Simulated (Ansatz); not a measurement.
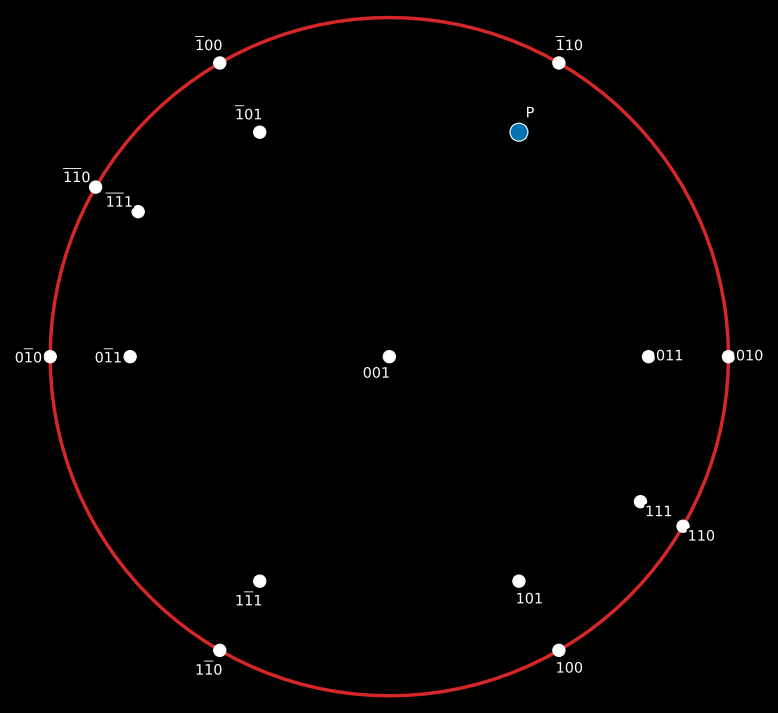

For Be, the end point of a relaxation with DFT, PBE, plane waves (420 eV) with PAW, scalar-relativistic (Ansatz); the starting structure was generated, so it need not be a known form of this composition: stereographic projection of plane normals (upper hemisphere) centred on (0 0 1). All values are computed from the atomic coordinates in the standard setting (tolerance 0.002 Å).

a = 2.255 Å, b = 2.255 Å, c = 7.178 Å, α = 90.00°, β = 90.00°, γ = 120.00°.

Index the pole marked P.

P is (−1 1 1), in four indices (−1 1 0 1), 74.8° from the centre.

Which zone does the coloured great circle trace?

The zone [0 0 1]: its poles satisfy l = 0.

What is the angle between the normals of (0 1 1) and (−1 −1 0), and what are their d_hkl = 1/|g|?

146.7°; d = 1.884 Å and 1.127 Å.
